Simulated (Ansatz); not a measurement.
**TiTeSe monolayer, Janus: modes against uniaxial strain along the armchair direction, normal to a, with the width clamped**

Aim: how do the optical modes of TiTeSe monolayer, Janus shift and split under this strain?

Calculated with Ansatz 0.2.0; DFT PBEsol, scalar-relativistic, plane waves, PAW; PAW set soft_1.

**1. The structure**

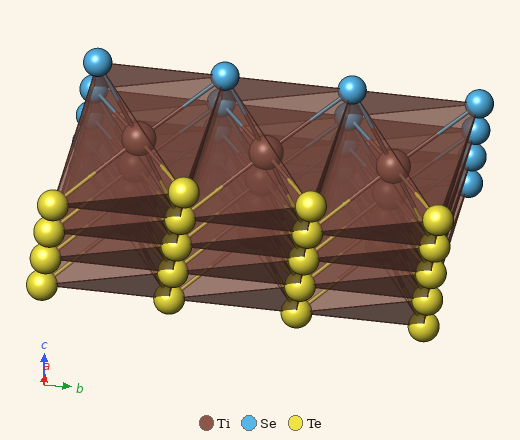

The starting structure, seen from a free direction (titanium brown, selenium blue, tellurium yellow). 3×2×1 cells are drawn. Some periodic images of atoms are drawn too.

The cell holds 3 atoms: 1 Ti, 1 Se and 1 Te. Cell: a = 3.500 Å, b = 3.500 Å, c = 30.000 Å, α = 90.0°, β = 90.0°, γ = 120.0°. Vacuum lies along c. The height across the vacuum is the one that the program set for its solve, not the one typed.

**2. A rough relaxation first**

The start is far from rest, so a relaxation with loose tolerances brings it close first. The program lengthens the typed cell of 20.0 Å along the normal to 30.0 Å, as its cut-off of the electrostatics needs, and moves no atom.

Contents of input.yaml:

```yaml
crystal:
  lattice:
    - [3.5, 0.0, 0.0]
    - [-1.75, 3.03109, 0.0]
    - [0.0, 0.0, 20.0]
  atoms:
    - { symbol: Ti, position: [0.0, 0.0, 0.5] }
    - { symbol: Se, position: [0.333333, 0.666667, 0.575] }
    - { symbol: Te, position: [0.666667, 0.333333, 0.42] }
  periodic: [true, true, false]
kpoints:
  mp_grid: { grid: [6, 6, 1] }
hamiltonian:
  xc: pbesol
  pseudopotentials: { kind: paw, azcp: { folder: soft_1 }, xc_functional: pbe }
scf:
  occupations: { method: gaussian, width: 0.1 }
output:
  forces: true
  stress: true
  eigenvalues: true
relax:
  adjacent_minimum: "off"
  f_tol: 0.05
  max_steps: 80
  cell: { stress_2d_tol: 0.02 }
```

Command:

```sh
> ansatz run input.yaml --threads 4 --pin off --max-ram 16384MiB --backend cpu --events-out ev --progress --plain --runs-dir out
```

Numbers of over 12 decimals in the logs are rounded to 6 here.

The log of the run:

```text
[...]
F+E_penalty+E_count = -14802.42452178 eV   max|allowed force component| = 1.507e-3 eV/Å   (the final SCF, on the basis selected at the relaxed cell)
  cell:  # Å, volume = 336.0259 Å³
    - [3.596337, 0.0, 0]
    - [-1.798169, 3.114519, 0]
    - [0, 0, 30.0]
  atoms:
    - { symbol: Ti, position: [4.0412957531228426e-18, 0, 0.337011] }
    - { symbol: Se, position: [0.333333, 0.666667, 0.383855] }
    - { symbol: Te, position: [0.666667, 0.333333, 0.275800] }
[key lines of the parts left out:]
SCF converged after 9 iterations
Free energy (F): -14802.424522 eV
Fermi energy:    -5.016958 eV
P = ½ c Tr σ = -0.0015 N/m
```

The job ended after 12 s (4 threads of Arm Neoverse V2, shared host; peak memory 0.65 GiB; 45 s of CPU time).

The steps of the relaxation:

| step | energy less that of the first step (eV) | largest force component (eV/Å) | volume (Å³) |
| --- | --- | --- | --- |
| 1 | 0.0000 | 2.7407 | 318.26 |
| 2 | -0.3695 | 0.3522 | 323.54 |
| 3 | -0.3899 | 0.0923 | 330.75 |
| 4 | -0.3908 | 0.1446 | 338.47 |
| 5 | -0.3935 | 0.0200 | 335.48 |
| 6 | -0.3936 | 0.0015 | 336.03 |
| 7* | -0.3942 | 0.0015 | 336.03 |

Relaxation steps marked * repeat the geometry before them on a plane-wave basis chosen anew for their cell, so energy and pressure can jump there.

Forces are held to the 6 operations that the run works with; a distortion that breaks them can't arise in this run.

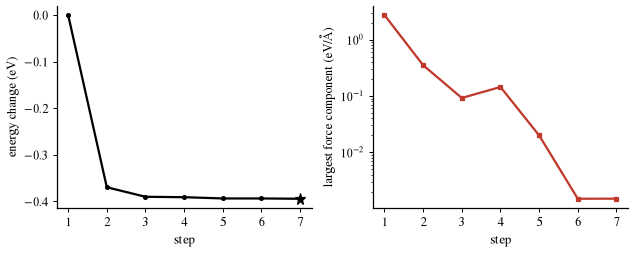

Energy and largest force along the relaxation. Stars mark steps on a basis chosen anew.

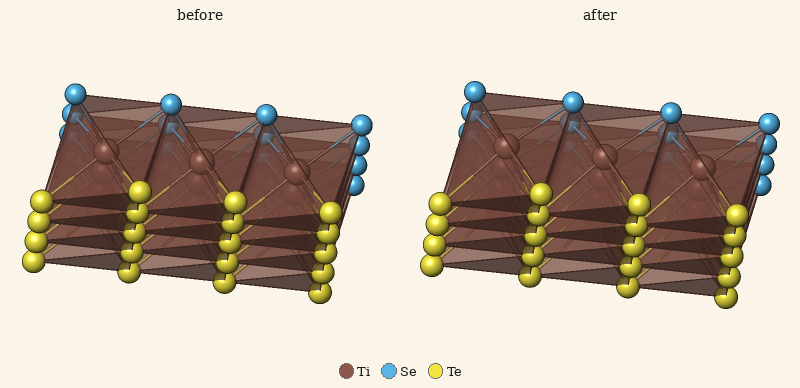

The structure before and after the relaxation, drawn at the same scale.

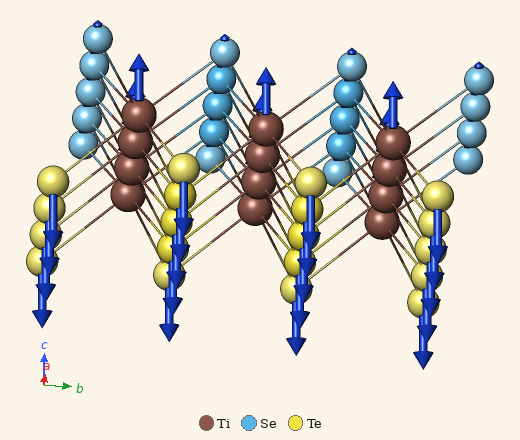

Displacements in the relaxation, exaggerated, measured against the changing cell; the longest in the cell stands for 0.13 Å. 3×2×1 cells are drawn. Some periodic images of atoms are drawn too.

| cell as run | before | after | change |
| --- | --- | --- | --- |
| a (Å) | 3.500 | 3.596 | +2.8 % |
| b (Å) | 3.500 | 3.596 | +2.8 % |

The atoms that moved most (Å, along periodic axes as changes of fractional coordinates times the final cell, across vacuum about the mean position):

| atom | dx | dy | dz | length |
| --- | --- | --- | --- | --- |
| Te3 | 0.000 | 0.000 | -0.126 | 0.126 |
| Ti1 | 0.000 | 0.000 | 0.110 | 0.110 |
| Se2 | 0.000 | 0.000 | 0.016 | 0.016 |

Final coordinates:

```cif
data_structure
_symmetry_space_group_name_H-M 'P 1'
_symmetry_Int_Tables_number 1
_cell_length_a 3.5963
_cell_length_b 3.5963
_cell_length_c 30.0000
_cell_angle_alpha 90.000
_cell_angle_beta 90.000
_cell_angle_gamma 120.000
_cell_volume 336.03
loop_
_atom_site_label
_atom_site_type_symbol
_atom_site_fract_x
_atom_site_fract_y
_atom_site_fract_z
_atom_site_occupancy
Ti1 Ti 0.00000 0.00000 0.33701 1
Se2 Se 0.33333 0.66667 0.38386 1
Te3 Te 0.66667 0.33333 0.27580 1
```

This step gave:

```
gap on the k-mesh : 0 eV
area per atom     : 3.734 Å²
```

The relaxation ends with a largest force component of 0.0015 eV/Å.

**3. Relaxation**

The cell and atoms are relaxed, since residual forces and stress would shift the frequencies.

Contents of input.yaml:

```yaml
crystal:
  lattice:
    - [3.5963372801, 0.0, 0.0]
    - [-1.7981686401, 3.1145194452, 0.0]
    - [0.0, 0.0, 30.0]
  atoms:
    - { symbol: Ti, position: [0.0, 0.0, 0.3370111316] }
    - { symbol: Se, position: [0.3333333333, 0.6666666667, 0.3838552319] }
    - { symbol: Te, position: [0.6666666667, 0.3333333333, 0.2758003031] }
  periodic: [true, true, false]
kpoints:
  mp_grid: { grid: [15, 15, 1] }
hamiltonian:
  xc: pbesol
  pseudopotentials: { kind: paw, azcp: { folder: soft_1 }, xc_functional: pbe }
scf:
  occupations: { method: gaussian, width: 0.1 }
output:
  forces: true
  stress: true
  eigenvalues: true
  write_density: true
  write_potential: true
  elf: true
  volumetric_format: npy
relax:
  adjacent_minimum: "off"
  f_tol: 0.005
  max_steps: 80
  cell: { stress_2d_tol: 0.02 }
```

The log of the run:

```text
[...]
Crystal: 3 atoms, lattice volume = 336.026 Å³
Basis set: ecut = 420 eV, 6485 PW (Γ), exchange–correlation on 50×50×432 points (8 copies of the dense FFT grid, shifted against one another)
Bands: 27, of which v1, the nominal top of the filled ones, is band 22 counted from 1 (21 counted from 0)
Symmetry: 6 space group operations
[...]
k-points: 27 of 225 (time reversal used)
[...]
SCF iter   1: F=—  HF=-14802.940990 eV  |F-HF|=—  |Δ(HF+E_count)|=         —  Δρ=1.66e-2  dr2=2.12e0  ethr=3.10e-3  ⟨swp⟩=14.2  Hψ=5047  notcnv=0
[...]
SCF iter  12: F=-14802.439650 eV  HF=-14802.439650 eV  |F-HF|=2.95e-10  |Δ(HF+E_count)|=   8.86e-9  Δρ=7.27e-8  dr2=1.15e-11  ethr=1.00e-12  ⟨swp⟩=8.3  Hψ=4614  notcnv=0
SCF 1 converged in 12 iterations: F = -14802.439650 eV  dr2 = 1.15e-11
[...]
relax step   1: F+E_penalty+E_count = -14802.43965036 eV  Δ(F+E_penalty+E_count) = +0.000e0 eV  max|allowed force component| = 6.668e-2 eV/Å  Δτ_max = 0.0000 Å  P = -0.331 N/m  Ω = 336.026 Å³  fix = [c, alpha, beta]  reactions: c -0.000 N/m  (12 SCF iters, dr2 threshold 1.00e-7 eV, accepted)
Crystal: 3 atoms, lattice volume = 332.062 Å³
Basis set: ecut = 420 eV, 6407 PW (Γ), exchange–correlation on 50×50×432 points (8 copies of the dense FFT grid, shifted against one another)
[...]
SCF iter   6: F=-14802.441783 eV  HF=-14802.441783 eV  |F-HF|=4.36e-8  |Δ(HF+E_count)|=   1.36e-6  Δρ=5.35e-6  dr2=9.76e-8  ethr=6.32e-10  ⟨swp⟩=20.6  Hψ=7729  notcnv=0
SCF 2 converged in 6 iterations: F = -14802.441783 eV  dr2 = 9.76e-8
  Residual-converged pass: ⟨swp⟩=1.0  Hψ=853  notcnv=0  max |occ|·‖R‖ = 7.0e-9 eV (tolerance 1.0e-8 eV)  dr2=9.76e-8  dr2_onsite=2.87e-8  max |Δocc| = 3.3e-11
relax step   2: F+E_penalty+E_count = -14802.44178315 eV  Δ(F+E_penalty+E_count) = -2.133e-3 eV  max|allowed force component| = 1.165e-1 eV/Å  Δτ_max = 0.0270 Å  P = -0.282 N/m  Ω = 332.062 Å³  energy of the carried Pulay correction = +1.529e-4 eV  fix = [c, alpha, beta]  reactions: c -0.000 N/m  (6 SCF iters, dr2 threshold 2.78e-7 eV, accepted)
Crystal: 3 atoms, lattice volume = 331.805 Å³
Basis set: ecut = 420 eV, 6383 PW (Γ), exchange–correlation on 50×50×432 points (8 copies of the dense FFT grid, shifted against one another)
[...]
SCF iter   5: F=-14802.442695 eV  HF=-14802.442695 eV  |F-HF|=2.12e-7  |Δ(HF+E_count)|=   1.93e-7  Δρ=5.42e-6  dr2=1.27e-7  ethr=6.82e-10  ⟨swp⟩=17.9  Hψ=8082  notcnv=0
SCF 3 converged in 5 iterations: F = -14802.442695 eV  dr2 = 1.27e-7
relax step   3: F+E_penalty+E_count = -14802.44269500 eV  Δ(F+E_penalty+E_count) = -9.118e-4 eV  max|allowed force component| = 2.602e-2 eV/Å  Δτ_max = 0.0077 Å  P = -0.104 N/m  Ω = 331.805 Å³  energy of the carried Pulay correction = +1.629e-4 eV  fix = [c, alpha, beta]  reactions: c -0.000 N/m  (5 SCF iters, dr2 threshold 3.00e-7 eV, accepted)
[...]
relax step   4: F+E_penalty+E_count = -14802.44280988 eV  Δ(F+E_penalty+E_count) = -1.149e-4 eV  max|allowed force component| = 1.227e-3 eV/Å  Δτ_max = 0.0011 Å  P = -0.006 N/m  Ω = 331.201 Å³  energy of the carried Pulay correction = +1.864e-4 eV  fix = [c, alpha, beta]  reactions: c -0.000 N/m  (5 SCF iters, dr2 threshold 4.23e-8 eV, accepted)
Basis set: ecut = 420 eV, 6383 PW (Γ), exchange–correlation on 48×48×432 points (8 copies of the dense FFT grid, shifted against one another)
[...]
SCF iter   1: F=—  HF=-14802.442556 eV  |F-HF|=—  |Δ(HF+E_count)|=         —  Δρ=8.32e-6  dr2=9.84e-8  ethr=1.76e-6  ⟨swp⟩=6.0  Hψ=7309  notcnv=0
eigensolver tolerance schedule: the retry pair's looser diagonalisation over-reported the residual by 7884.57 of it (diagonalisation noise at an unbounded share of the residual, at the tolerance the schedule requests for it); recorded, not acted on — ethr = c·dr2/N_el stays at c = 1.0e-1
[...]
SCF iter   2: F=—  HF=-14802.442625 eV  |F-HF|=—  |Δ(HF+E_count)|=   6.82e-5  Δρ=9.27e-6  dr2=3.42e-7  ethr=2.24e-10  ⟨swp⟩=5.9  Hψ=2507  notcnv=0
[...]
SCF iter   8: F=-14802.442625 eV  HF=-14802.442625 eV  |F-HF|=2.02e-10  |Δ(HF+E_count)|=  4.73e-11  Δρ=9.56e-9  dr2=3.42e-13  ethr=1.00e-12  ⟨swp⟩=12.7  Hψ=4601  notcnv=0
SCF 5 converged in 8 iterations: F = -14802.442625 eV  dr2 = 3.42e-13
relax step   5: F+E_penalty+E_count = -14802.44262465 eV  Δ(F+E_penalty+E_count) = +1.852e-4 eV  max|allowed force component| = 1.278e-3 eV/Å  Δτ_max = 0.0000 Å  P = -0.006 N/m  Ω = 331.201 Å³  fix = [c, alpha, beta]  reactions: c -0.000 N/m  stress off target by 5.58e-3 N/m on what of the cell is left free  SCF on the basis re-selected at this cell (its energy is not comparable with the rows above)  (8 SCF iters)
basis re-selected at this cell: Δ(F+E_penalty+E_count) = +1.852e-4 eV, ΔP = +0.001 N/m vs the last step (what re-selecting the basis moved, of the pressure what is left beyond the Pulay correction that the steps carried, after the strain that the cell walked since its last selection, with what the two solves' SCF thresholds leave and, on support functions, any second-order correction that the steps lacked; it is no measure of the basis error at this ecutwfc). The dense FFT grid was sized anew with the basis: this SCF ran on 24×24×216 points, the steps before it on 25×25×216, so part of this shift can come from that change (see relax.cell in the input reference). [rest of the remark cut]
WARN: The input density's exchange-correlation potential varies sharply where the density is thin. Do not read a vacuum level from v_tot or v_xc, or from such a field of the output density. On a cell that repeats whose density bears no net charge and no dipole along the vacuum's axis use v_es (v_loc + v_h of the components); under efield.dipole_correction with no amplitude use v_es + v_field, which holds any external [...]
SCF converged after 8 iterations
Free energy (F): -14802.442625 eV
[...]
Internal energy: -14802.437275 eV  (E = F + TS)
E sigma→0 (E₀):  -14802.439950 eV
Entropy (-TS):   -0.005350 eV (-1.783 meV/atom)
Fermi energy:    -4.897377 eV
[...]
--- Forces (eV/Å), atoms counted from 1 ---
  atom   1  Ti    -0.00000000     0.00000000    -0.00078264
  atom   2  Se    -0.00000000     0.00000000     0.00127773
  atom   3  Te     0.00000000     0.00000000    -0.00049509
  max |Σ_I F_I| component: 8.50e-9 eV/Å
--- 2D stress c σ (N/m, compression-positive) ---
       -0.005576       0.000000      -0.000000
        0.000000      -0.005576      -0.000000
       -0.000000      -0.000000      -0.000000
  P = ½ c Tr σ = -0.0056 N/m
--- Band table (eV; the first three rows and the last of 27) ---
  k-point 0: bands = [... 18 lower, -7.0901, -6.7967, -4.5003, -4.5003, -4.1491, -3.7571, -3.7571, -1.2708, ... 1 higher]
  k-point 1: bands = [... 18 lower, -7.0837, -6.5686, -4.8037, -4.6661, -4.2869, -3.6559, -3.6277, -1.6171, ... 1 higher]
  k-point 2: bands = [... 18 lower, -7.0720, -6.3584, -5.6280, -4.9662, -4.3935, -3.5694, -3.4431, -2.1747, ... 1 higher]
  k-point 26: bands = [... 18 lower, -8.9777, -7.9347, -7.3005, -7.0761, -3.8045, -3.7097, -3.6608, -2.4080, ... 1 higher]
--- Relaxed structure (4 steps of the walk, 4 accepted, 1 SCFs on fresh bases) ---
[...]
cell:  # Å, volume = 331.2008 Å³
    - [3.570424, 2.865953983809753e-11, 0]
    - [-1.785212, 3.092078, 0]
    - [0, 0, 30.0]
  atoms:
    - { symbol: Ti, position: [0, 0, 0.336962] }
    - { symbol: Se, position: [0.333333, 0.666667, 0.384521] }
    - { symbol: Te, position: [0.666667, 0.333333, 0.275183] }
```

The job ended after 34 s (4 threads; peak memory 0.78 GiB; 2.2 min of CPU time).

The steps of the relaxation:

| step | energy less that of the first step (eV) | largest force component (eV/Å) | volume (Å³) |
| --- | --- | --- | --- |
| 1 | 0.0000 | 0.0667 | 336.03 |
| 2 | -0.0021 | 0.1165 | 332.06 |
| 3 | -0.0030 | 0.0260 | 331.81 |
| 4 | -0.0032 | 0.0012 | 331.20 |
| 5* | -0.0030 | 0.0013 | 331.20 |

Relaxation steps marked * repeat the geometry before them on a plane-wave basis chosen anew for their cell, so energy and pressure can jump there.

The run keeps the 6 symmetry operations that it works with, so distortions that break them were not tested.

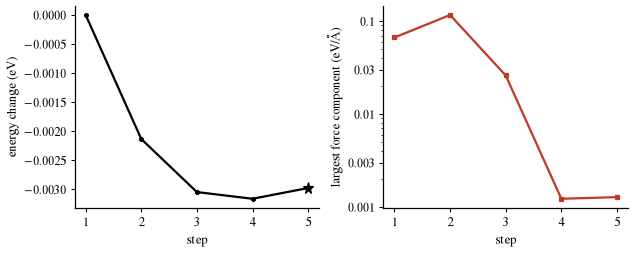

Energy and largest force along the relaxation. Stars mark steps on a basis chosen anew.

| cell as run | before | after | change |
| --- | --- | --- | --- |
| a (Å) | 3.596 | 3.570 | -0.7 % |
| b (Å) | 3.596 | 3.570 | -0.7 % |

The atoms that moved most (Å, along periodic axes as changes of fractional coordinates times the final cell, across vacuum about the mean position):

| atom | dx | dy | dz | length |
| --- | --- | --- | --- | --- |
| Se2 | 0.000 | 0.000 | 0.020 | 0.020 |
| Te3 | 0.000 | 0.000 | -0.019 | 0.019 |

Final coordinates:

```
Ti Se Te
1.0
     3.57042    0.00000    0.00000
    -1.78521    3.09208    0.00000
     0.00000    0.00000   30.00000
Ti Se Te
1 1 1
Cartesian
  0.0000 0.0000 10.1089
  0.0000 2.0614 11.5356
  1.7852 1.0307 8.2555
```

This step gave:

```yaml
area_per_atom: 3.68 Å²
```

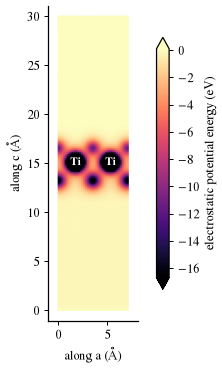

Electrostatic potential energy in the ac plane at fractional y = 0.000, with atoms of Ti within 0.2 Å of it. With pseudopotentials it is smooth inside the atoms' cores, unlike the true potential. The map starts off the cell's origin, so that atoms lie inside it.

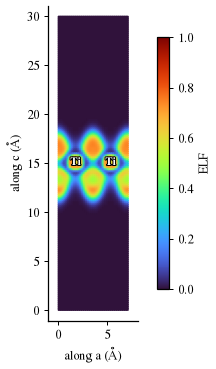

ELF in the ac plane at fractional y = 0.000, with atoms of Ti within 0.2 Å of it. It is the smooth field of the valence electrons, not physical close to the nuclei. The map starts off the cell's origin, so that atoms lie inside it.

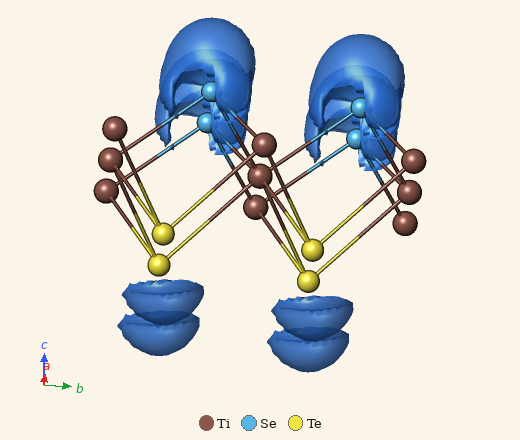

Surface of ELF = 0.78. 2×2×1 cells are drawn.

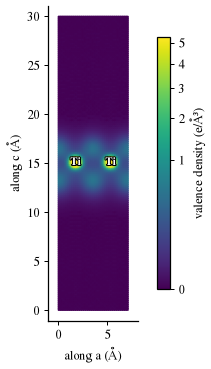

Valence density in the ac plane at fractional y = 0.000, with atoms of Ti within 0.2 Å of it. It is the smooth field of the valence electrons, not physical close to the nuclei. The map starts off the cell's origin, so that atoms lie inside it. The colour scale is stretched toward low values.

The cell shrank by 0.7 % in its periodic edges. First to last step the energy falls by 0.003 eV, across changes of basis; the largest move, 0.020 Å, is that of Se2.

**4. Tight relaxation**

Phonons need small forces and stress, so the relaxation is finished with tight tolerances on 15×15×1 k points.

input.yaml, the sections that differ from step 3:

```yaml
crystal:
  lattice:
    - [3.5704237384, 0.0, 0.0]
    - [-1.7852118692, 3.0920776597, 0.0]
    - [0.0, 0.0, 30.0]
  atoms:
    - { symbol: Ti, position: [0.0, 0.0, 0.3369619058] }
    - { symbol: Se, position: [0.3333333333, 0.6666666667, 0.3845213218] }
    - { symbol: Te, position: [0.6666666667, 0.3333333333, 0.275183439] }
  periodic: [true, true, false]
scf:
  occupations: { method: methfessel_paxton, width: 0.2 }
relax:
  adjacent_minimum: "off"
  f_tol: 0.001
  max_steps: 60
  cell: { stress_2d_tol: 0.002 }
# kpoints, hamiltonian, output: as in step 3
```

The log of the run:

```text
[...]
Crystal: 3 atoms, lattice volume = 331.201 Å³
Basis set: ecut = 420 eV, 6383 PW (Γ), exchange–correlation on 48×48×432 points (8 copies of the dense FFT grid, shifted against one another)
Bands: 27, of which v1, the nominal top of the filled ones, is band 22 counted from 1 (21 counted from 0)
Symmetry: 6 space group operations
[...]
k-points: 27 of 225 (time reversal used)
[...]
--- Relaxed structure (3 steps of the walk, 3 accepted, 1 SCFs on fresh bases) ---
[...]
cell:  # Å, volume = 331.1274 Å³
    - [3.570028, 0, 0]
    - [-1.785014, 3.091735, 0]
    - [0, 0, 30.0]
  atoms:
    - { symbol: Ti, position: [0, 0, 0.336955] }
    - { symbol: Se, position: [0.333333, 0.666667, 0.384534] }
    - { symbol: Te, position: [0.666667, 0.333333, 0.275178] }
[key lines of the parts left out:]
SCF converged after 10 iterations
Free energy (F): -14802.438660 eV
Fermi energy:    -4.886595 eV
P = ½ c Tr σ = -0.0010 N/m
```

Elapsed: 27 s, on 4 threads; peak memory 0.75 GiB; 1.8 min of CPU time.

Little changed from the start: no atom moved by 0.005 Å and no cell edge by 0.1 %.

This step gave:

* area per atom: 3.679 Å²

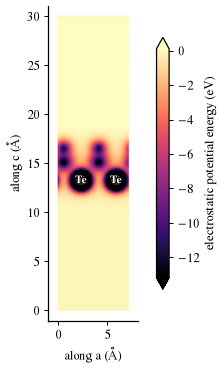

Electrostatic potential energy in the ac plane at fractional y = 0.333, with atoms of Te within 0.2 Å of it. With pseudopotentials it is smooth inside the atoms' cores, unlike the true potential.

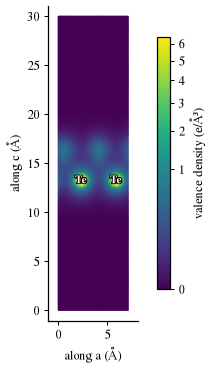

Valence density in the ac plane at fractional y = 0.333, with atoms of Te within 0.2 Å of it. It is the smooth field of the valence electrons, not physical close to the nuclei. The colour scale is stretched toward low values.

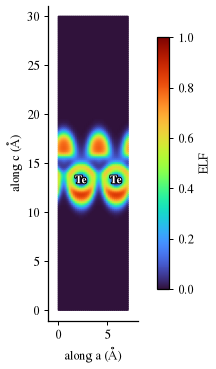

ELF in the ac plane at fractional y = 0.333, with atoms of Te within 0.2 Å of it. It is the smooth field of the valence electrons, not physical close to the nuclei.

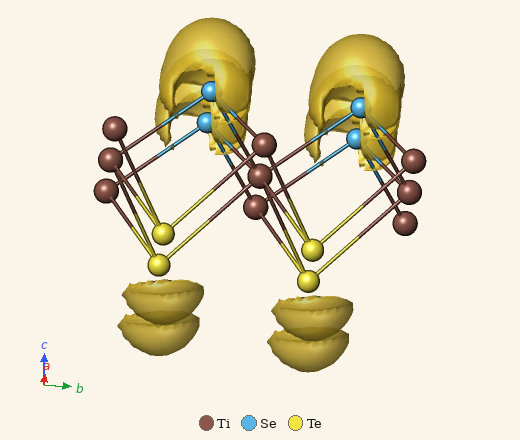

Surface of ELF = 0.78. 2×2×1 cells are drawn.

The largest force component left is 0.49 meV/Å, within the tolerances set.

(Continued in part 2 of 2.)

[Logs are printed without paths, hosts, clocks, repeated set-up lines and the standing remarks that a program may print on its own settings, such as how far it seeks lower states.]

[Hosts, paths, dates, database ids (printed as entryN), source tags and the programs' standing remarks are cut or masked in the printed files.]
